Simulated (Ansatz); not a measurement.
**How many bands does the GW gap of YPO4 (I4_1/amd) need?**

Aim: see how the G0W0 gap of YPO4 (I4_1/amd) on r2SCAN moves with empty bands and screening cutoff, and what each rung costs.

Calculated with Ansatz 0.2.0; G0W0 on r2SCAN, plane waves, PAW.

The database entry behind the starting cell differs from later determinations by our own check (impure mineral, about 0.2 % long), so it need not match the best structure at ambient conditions.

## (1) The starting structure

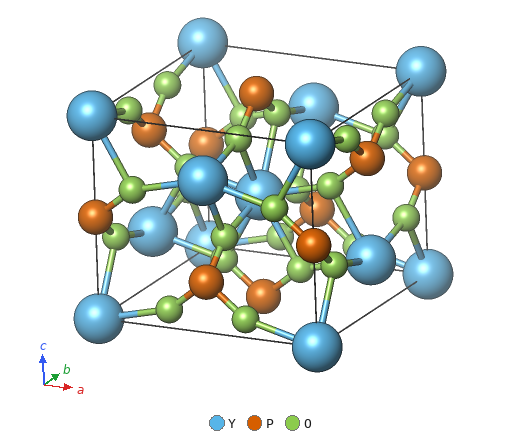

The starting structure, seen slightly off an axis (yttrium blue, phosphorus orange, oxygen green). This picture shows the conventional cell, with its axes. Some periodic images of atoms are drawn too.

The cell and positions come from the Crystallography Open Database and are kept as given unless a step says otherwise. The default PAW set here is soft_2. Its files were made with PBE.

## (2) 108 empty bands, screening to 48 eV

Now the one-shot GW correction: screening in the RPA, then the self-energy of the levels asked for.

The input, input.yaml:

```yaml
crystal:
  lattice:
    - [-3.44735, 3.44735, 3.0138]
    - [3.44735, -3.44735, 3.0138]
    - [3.44735, 3.44735, -3.0138]
  atoms:
    - { symbol: "Y", position: [0.75, 0.25, 0.5] }
    - { symbol: "Y", position: [0.0, 0.0, 0.0] }
    - { symbol: P, position: [0.5, 0.5, 0.0] }
    - { symbol: P, position: [0.25, 0.75, 0.5] }
    - { symbol: O, position: [0.1661, 0.3408, 0.8253] }
    - { symbol: O, position: [0.0908, 0.7655, 0.6747] }
    - { symbol: O, position: [0.5155, 0.3408, 0.1747] }
    - { symbol: O, position: [0.0908, 0.4161, 0.3253] }
    - { symbol: O, position: [0.5839, 0.9092, 0.6747] }
    - { symbol: O, position: [0.6592, 0.8339, 0.1747] }
    - { symbol: O, position: [0.2345, 0.9092, 0.3253] }
    - { symbol: O, position: [0.6592, 0.4845, 0.8253] }
kpoints:
  mp_grid: { grid: [4, 4, 4] }
hamiltonian:
  xc: r2scan
scf:
  occupations: { method: fixed }
gw:
  n_empty_bands: 108
  ecut_chi: 48
  qp_bands: [v4, c4]
  qp_kpoints: band_edges
  screening: { model: contour_deformation }
```

Command:

```sh
> ansatz run input.yaml --threads 24 --pin off --max-ram 82944MiB --backend cuda --events-out ev --progress --plain --runs-dir out --devices 1 --max-vram 78GiB
```

Numbers of over 12 decimals in the logs are rounded to 6 here.

Output:

```text
GPUs: using 1 of 1 available (devices: 1).
Engine: ansatz 0.2.0, aarch64-unknown-linux-gnu
Pseudopotentials: kind: paw
Pseudopotential: Y, paw, valence charge 11, recommended cutoff 500 eV (meta_gga), Y.paw.azcp
Pseudopotential: P, paw, valence charge 5, recommended cutoff 500 eV (meta_gga), P.paw.azcp
Pseudopotential: O, paw, valence charge 6, recommended cutoff 500 eV (meta_gga), O.paw.azcp
Functional definition: r2SCAN
  parameter k0 = 0.174
  parameter k1 = 0.065
  parameter a1 = 4.9479
  exchange = r2scan_x(k0 = k0, k1 = k1, a1 = a1)
  correlation = r2scan_c
[...]
Crystal: 12 atoms, lattice volume = 143.267 Å³
Basis set: ecut = 500 eV, 3683 PW (Γ), exchange–correlation on 180×180×180 points (64 copies of the dense FFT grid, shifted against one another)
Bands: 52, of which v1, the nominal top of the filled ones, is band 40 counted from 1 (39 counted from 0)
Symmetry: 16 space group operations
Space group: I41/amd (ITA 141), of the structure as read, at distance tolerance 5.2e-5 Å
k-points: 13 of 64
Non-local potential: Y, projectors of the file, l = 0: 3, l = 1: 2, l = 2: 2, l = 3: 1
Non-local potential: P, projectors of the file, l = 0: 2, l = 1: 2, l = 2: 2
Non-local potential: O, projectors of the file, l = 0: 2, l = 1: 2, l = 2: 1
PAW form: soft (Blöchl's): semilocal exchange-correlation on the pseudo side does not see the compensation charge
PAW frozen core: Y, regenerated for the run's functional (the file was generated under x = pbe(κ = 0.804, μ = 0.219515), c = pbe(β = 0.066725))
PAW frozen core: P, regenerated for the run's functional (the file was generated under x = pbe(κ = 0.804, μ = 0.219515), c = pbe(β = 0.066725))
PAW frozen core: O, regenerated for the run's functional (the file was generated under x = pbe(κ = 0.804, μ = 0.219515), c = pbe(β = 0.066725))
PAW one-centre angular grid: Y, 590 points (default); XC on 160 Gauss nodes
PAW one-centre angular grid: P, 302 points (default); XC on 160 Gauss nodes
PAW one-centre angular grid: O, 302 points (default); XC on 160 Gauss nodes
Initial density: superposition of atomic densities (neutral atoms: chi_scale 0, normalization atom), corrected by the library's trained network
Initial wavefunctions: pseudopotential atomic-orbital guess
[...]
Functional: x = r2scan, c = r2scan; τ floored in thin density (d = 2e-4 eV/Å³)
SCF iter   1: F=—  HF=-13805.026890 eV  |F-HF|=—  |Δ(HF+E_count)|=         —  Δρ=9.31e-3  dr2=1.30e-1  dr2_τ=1.05e0  ethr=1.77e-3  ⟨swp⟩=5.1  Hψ=2777  notcnv=0  defer=109
preconditioner: auto → Resta (q_TF=auto, 2.476 Å⁻¹)  ε∞=3.3  [insulator: Δε(μ)=6.856 eV  Ē_g=17.917 eV  n_scr=42 (ndim 8)  ℏωp=27.0 eV  f_vac=0.037  ε∞_Penn≈3.3]
SCF iter   2: F=—  HF=-13805.300849 eV  |F-HF|=—  |Δ(HF+E_count)|=   2.74e-1  Δρ=5.29e-3  dr2=2.65e-2  dr2_τ=3.11e-3  ethr=1.63e-4  ⟨swp⟩=2.8  Hψ=1310  notcnv=0  defer=130
SCF iter   3: F=—  HF=-13805.296145 eV  |F-HF|=—  |Δ(HF+E_count)|=   4.70e-3  Δρ=1.28e-3  dr2=1.77e-3  dr2_τ=3.20e-4  ethr=3.31e-5  ⟨swp⟩=3.8  Hψ=1137  notcnv=0  defer=130
SCF iter   4: F=—  HF=-13805.296088 eV  |F-HF|=—  |Δ(HF+E_count)|=   5.67e-5  Δρ=2.44e-4  dr2=5.83e-5  dr2_τ=1.17e-5  ethr=2.22e-6  ⟨swp⟩=2.7  Hψ=1059  notcnv=0  defer=130
SCF iter   5: F=—  HF=-13805.296115 eV  |F-HF|=—  |Δ(HF+E_count)|=   2.67e-5  Δρ=4.99e-5  dr2=3.73e-6  dr2_τ=3.52e-7  ethr=7.28e-8  ⟨swp⟩=2.1  Hψ=1141  notcnv=0  defer=129
SCF iter   6: F=—  HF=-13805.296116 eV  |F-HF|=—  |Δ(HF+E_count)|=   7.09e-7  Δρ=1.48e-5  dr2=3.41e-7  dr2_τ=2.04e-8  ethr=4.66e-9  ⟨swp⟩=2.0  Hψ=1031  notcnv=0  defer=129
SCF iter   7: F=-13805.296116 eV  HF=-13805.296116 eV  |F-HF|=4.73e-11  |Δ(HF+E_count)|=   1.74e-8  Δρ=2.20e-6  dr2=7.23e-9  dr2_τ=1.13e-9  ethr=1.25e-10  ⟨swp⟩=15.9  Hψ=3374  notcnv=0
SCF 1 converged in 7 iterations: F = -13805.296116 eV  dr2 = 7.23e-9
  greatest PAW one-centre occupation: 0.996 electrons in one spin orbital (limit 2), on the Y atom at site 1 (counted from 0), in its partial waves of l = 0
[...]
NSCF: frozen V_eff on 13 k-points
[...]
SCF converged after 7 iterations
[...]
5    44     14.1939   -10.4606    -4.0015   -16.3753  0.8508    16.1345    16.1071  root
     6    37      5.5229   -25.5131     4.5265   -20.2126  0.8101     4.7435     4.7490  root
     6    38      5.9869   -26.5614     4.5578   -21.3821  0.8135     5.3622     5.3654  root
     6    39      5.9905   -26.5492     4.5586   -21.3652  0.8134     5.3618     5.3651  root
     6    40      6.1380   -26.3884     4.6015   -21.1060  0.8117     5.4531     5.4571  root
     6    41     13.3484    -9.4491    -3.9038   -15.1890  0.8481    15.2111    15.1845  root
     6    42     13.4170    -8.5560    -4.1337   -14.5006  0.8502    15.2545    15.2279  root
     6    43     14.2308   -10.1508    -3.9546   -15.9711  0.8505    16.1228    16.0965  root
     6    44     14.2405   -10.3371    -3.9529   -16.2100  0.8494    16.1887    16.1605  root
     7    37      5.4189   -25.8468     4.5305   -20.6193  0.8113     4.7176     4.7219  root
     7    38      5.4189   -25.8468     4.5305   -20.6193  0.8113     4.7176     4.7219  root
     7    39      5.8964   -26.0392     4.5710   -20.7465  0.8111     5.1700     5.1747  root
     7    40      5.8964   -26.0392     4.5710   -20.7465  0.8111     5.1700     5.1747  root
     7    41     13.1331    -8.6835    -3.9809   -14.4281  0.8520    14.9204    14.8968  root
     7    42     13.1331    -8.6835    -3.9809   -14.4281  0.8520    14.9204    14.8968  root
     7    43     14.2304   -10.5284    -3.9327   -16.4225  0.8484    16.2214    16.1917  root
     7    44     14.2304   -10.5284    -3.9327   -16.4225  0.8484    16.2214    16.1917  root
     8    37      5.4350   -25.4992     4.5578   -20.1499  0.8089     4.6376     4.6435  root
     8    38      6.1758   -26.7808     4.5592   -21.6275  0.8146     5.5789     5.5818  root
     8    39      6.1758   -26.7808     4.5592   -21.6275  0.8146     5.5789     5.5818  root
     8    40      6.1925   -26.4012     4.5958   -21.1314  0.8119     5.5146     5.5185  root
     8    41     13.5963    -9.9737    -3.9355   -15.8281  0.8439    15.5461    15.5152  root
     8    42     13.8315    -8.9872    -4.3145   -15.2487  0.8437    15.8133    15.7784  root
     8    43     13.9047    -9.5937    -3.9110   -15.2056  0.8553    15.6258    15.6056  root
[...]
12    37      5.3368   -24.8779     4.4724   -19.5609  0.8097     4.4855     4.4922  root
    12    38      5.3368   -24.8779     4.4724   -19.5609  0.8097     4.4855     4.4922  root
    12    39      5.6695   -26.4585     4.5868   -21.1903  0.8131     4.9843     4.9883  root
    12    40      5.6695   -26.4585     4.5868   -21.1903  0.8131     4.9843     4.9883  root
    12    41     13.7473    -9.7282    -4.0663   -15.7317  0.8433    15.7173    15.6844  root
    12    42     13.7473    -9.7282    -4.0663   -15.7317  0.8433    15.7173    15.6844  root
    12    43     14.3707   -10.8434    -4.0583   -16.8921  0.8513    16.3905    16.3611  root
    12    44     14.3707   -10.8434    -4.0583   -16.8921  0.8513    16.3905    16.3611  root
```

Elapsed: 4.2 s, on 1 × NVIDIA GB200 (shared by 2 runs) with 24 threads of Arm Neoverse V2, shared host; peak memory 1.7 GiB.

Reading the cycles: dr2 is the Hartree energy of the density residual (eV), the measure of convergence; HF is the Harris–Foulkes estimate of the energy, which meets the free energy F at convergence.

This step gave:

* bands summed: 148
* RPA ε∞ on this mesh (eigenvalues): 2.837, 2.837, 3.181
* plane waves in the screening matrix: 103
* q-points in the mesh: 64
* G0W0 gap on the mesh: 8.855 eV
* k of the valence top: 0, 0, 0
* k of the conduction bottom: 0, 0, 0
* starting gap on the mesh: 6.630 eV
* Z at the valence top: 0.8124
* Z at the conduction bottom: 0.8618
* least direct G0W0 gap on the computed points: 8.855 eV

The gap on the mesh goes from 6.63 eV to 8.86 eV, a correction of +2.23 eV, though a band edge has moved to another state.

## (3) 305 empty bands, screening to 96 eV

Bands and screening cutoff are moved together, since each hides the error of the other.

input.yaml: that of step 2 with these lines changed.

```diff
@@ -25,4 +25,4 @@
 gw:
-  n_empty_bands: 108
-  ecut_chi: 48
+  n_empty_bands: 305
+  ecut_chi: 96
   qp_bands: [v4, c4]
```

Output:

```text
GPUs: using 1 of 1 available (devices: 1).
[...]
Crystal: 12 atoms, lattice volume = 143.267 Å³
Basis set: ecut = 500 eV, 3683 PW (Γ), exchange–correlation on 180×180×180 points (64 copies of the dense FFT grid, shifted against one another)
Bands: 52, of which v1, the nominal top of the filled ones, is band 40 counted from 1 (39 counted from 0)
Symmetry: 16 space group operations
[...]
k-points: 13 of 64
[...]
SCF iter   1: F=—  HF=-13805.026890 eV  |F-HF|=—  |Δ(HF+E_count)|=         —  Δρ=9.31e-3  dr2=1.30e-1  dr2_τ=1.05e0  ethr=1.77e-3  ⟨swp⟩=5.1  Hψ=2777  notcnv=0  defer=109
[...]
SCF iter   7: F=-13805.296116 eV  HF=-13805.296116 eV  |F-HF|=4.73e-11  |Δ(HF+E_count)|=   1.74e-8  Δρ=2.20e-6  dr2=7.23e-9  dr2_τ=1.13e-9  ethr=1.25e-10  ⟨swp⟩=15.9  Hψ=3374  notcnv=0
SCF 1 converged in 7 iterations: F = -13805.296116 eV  dr2 = 7.23e-9
[...]
NSCF: frozen V_eff on 13 k-points
[...]
SCF converged after 7 iterations
[...]
4    44     14.3114   -10.1505    -4.4188   -16.0949  0.8429    15.8545    15.8370  root
     5    37      5.5277   -25.5595     4.3988   -20.2417  0.8015     4.6010     4.6086  root
     5    38      5.5723   -26.0252     4.3540   -20.8133  0.8036     4.7081     4.7143  root
     5    39      6.1490   -26.4263     4.4571   -21.1415  0.8023     5.3154     5.3213  root
     5    40      6.2120   -26.8361     4.3871   -21.6831  0.8053     5.4414     5.4461  root
     5    41     13.3236    -9.4208    -4.2677   -15.1350  0.8429    14.7858    14.7701  root
     5    42     13.5031    -8.7211    -4.5741   -14.7485  0.8436    14.9733    14.9563  root
     5    43     14.0617    -9.9112    -4.3181   -15.6998  0.8455    15.5476    15.5322  root
[...]
11    41     13.3703    -8.9995    -4.3891   -14.8140  0.8444    14.8113    14.7958  root
    11    42     13.3703    -8.9995    -4.3891   -14.8140  0.8444    14.8113    14.7958  root
    11    43     14.1142    -9.8595    -4.3718   -15.7116  0.8452    15.6105    15.5945  root
    11    44     14.1142    -9.8595    -4.3718   -15.7116  0.8452    15.6105    15.5945  root
```

Elapsed: 7.7 s, on 1 × NVIDIA GB200 (shared by 2 runs) with 24 threads; peak memory 2.1 GiB; 25 s of CPU time.

This step gave:

```
bands summed                                 : 345
RPA ε∞ on this mesh (eigenvalues)            : 2.820, 2.820, 3.158
plane waves in the screening matrix          : 313
q-points in the mesh                         : 64
G0W0 gap on the mesh                         : 8.773 eV
k of the valence top                         : 0, 0, 0
k of the conduction bottom                   : 0, 0, 0.25
starting gap on the mesh                     : 6.630 eV
Z at the valence top                         : 0.8027
Z at the conduction bottom                   : 0.8481
least direct G0W0 gap on the computed points : 8.792 eV
```

Against the run with 4×4×4 mesh, 108 empty bands, screening to 48 eV, the gap moves by −0.08 eV.

## (4) 658 empty bands, screening to 160 eV

input.yaml: that of step 3 with these lines changed.

```diff
@@ -25,4 +25,4 @@
 gw:
-  n_empty_bands: 305
-  ecut_chi: 96
+  n_empty_bands: 658
+  ecut_chi: 160.0
   qp_bands: [v4, c4]
```

Output:

```text
GPUs: using 1 of 1 available (devices: 1).
[...]
Crystal: 12 atoms, lattice volume = 143.267 Å³
Basis set: ecut = 500 eV, 3683 PW (Γ), exchange–correlation on 180×180×180 points (64 copies of the dense FFT grid, shifted against one another)
Bands: 52, of which v1, the nominal top of the filled ones, is band 40 counted from 1 (39 counted from 0)
Symmetry: 16 space group operations
[...]
k-points: 13 of 64
[...]
5    42     13.5031    -8.7211    -4.7377   -14.7485  0.8427    14.8060    14.7928  root
     5    43     14.0617    -9.9112    -4.5062   -15.6998  0.8439    15.3556    15.3441  root
[...]
11    41     13.3703    -8.9995    -4.5577   -14.8140  0.8433    14.6391    14.6272  root
    11    42     13.3703    -8.9995    -4.5577   -14.8140  0.8433    14.6391    14.6272  root
    11    43     14.1142    -9.8595    -4.5588   -15.7116  0.8436    15.4195    15.4075  root
    11    44     14.1142    -9.8595    -4.5588   -15.7116  0.8436    15.4195    15.4075  root
[key lines of the parts left out:]
SCF converged after 7 iterations
```

The job ended after 16 s (1 × NVIDIA GB200 (shared by 2 runs) with 24 threads; peak memory 3.3 GiB).

Numbers from this step:

```
bands summed                                 : 698
RPA ε∞ on this mesh (eigenvalues)            : 2.804, 2.804, 3.129
plane waves in the screening matrix          : 663
G0W0 gap on the mesh                         : 8.882 eV
k of the valence top                         : 0, 0, 0
k of the conduction bottom                   : 0, 0, 0.25
starting gap on the mesh                     : 6.630 eV
least direct G0W0 gap on the computed points : 8.946 eV
```

Against the run with 4×4×4 mesh, 305 empty bands, screening to 96 eV, the gap moves by +0.11 eV.

## (5) Changing the k mesh: 2×2×2 mesh, 305 empty bands, screening to 96 eV

Only the mesh changes. It samples the long-range screening, which converges on its own terms. Bands and cutoff differ from the step before, so it is read against an earlier run that matches them.

input.yaml: that of step 4 with these lines changed.

```diff
@@ -19,3 +19,3 @@
 kpoints:
-  mp_grid: { grid: [4, 4, 4] }
+  mp_grid: { grid: [2, 2, 2] }
 hamiltonian:
@@ -25,4 +25,4 @@
 gw:
-  n_empty_bands: 658
-  ecut_chi: 160.0
+  n_empty_bands: 305
+  ecut_chi: 96
   qp_bands: [v4, c4]
```

Output:

```text
GPUs: using 1 of 1 available (devices: 1).
[...]
Crystal: 12 atoms, lattice volume = 143.267 Å³
Basis set: ecut = 500 eV, 3683 PW (Γ), exchange–correlation on 180×180×180 points (64 copies of the dense FFT grid, shifted against one another)
Bands: 52, of which v1, the nominal top of the filled ones, is band 40 counted from 1 (39 counted from 0)
Symmetry: 16 space group operations
[...]
0    44     14.4016    -9.4444    -4.3956   -15.2726  0.8440    15.8493    15.8341  root
[...]
3    41     13.7466    -9.7129    -4.4885   -15.7329  0.8369    15.2980    15.2781  root
     3    42     13.7466    -9.7129    -4.4885   -15.7329  0.8369    15.2980    15.2781  root
     3    43     14.3708   -10.7876    -4.4995   -16.8924  0.8437    15.9949    15.9761  root
     3    44     14.3708   -10.7876    -4.4995   -16.8924  0.8437    15.9949    15.9761  root
[key lines of the parts left out:]
SCF converged after 7 iterations
Free energy (F): -13805.280112 eV
Fermi energy:    6.353916 eV
```

Run time: 2.2 s. Hardware: 1 × NVIDIA GB200 (shared by 2 runs) with 24 threads; peak memory 1.6 GiB.

This step gave:

| Item | Value |
| --- | --- |
| bands summed | 345 |
| RPA ε∞ on this mesh (eigenvalues) | 2.841, 2.841, 3.185 |
| plane waves in the screening matrix | 313 |
| G0W0 gap on the mesh | 8.801 eV |
| k of the valence top | 0, 0, 0 |
| k of the conduction bottom | 0, 0, 0 |
| starting gap on the mesh | 6.697 eV |
| least direct G0W0 gap on the computed points | 8.801 eV |

Against the run with 4×4×4 mesh, 305 empty bands, screening to 96 eV, the gap moves by +0.03 eV, while the start moved by +0.07 eV. A band edge is found at another k point on this mesh.

[end of part 1 of 2]

[Paths, hosts, dates, memory and timing lines, banners, echoed tables and standing remarks are left out of the program output.]

[Logs are printed without paths, hosts, clocks, repeated set-up lines and the standing remarks that a program may print on its own settings, such as how far it seeks lower states.]

[Runs of the session that timed out or met a known fault of the program may be left out.]

[Cells called generated may have been cut or substituted from an entry of the Crystallography Open Database or the Materials Project.]

[Hosts, paths, dates, database ids (printed as entryN), source tags and the programs' standing remarks are cut or masked in the printed files.]
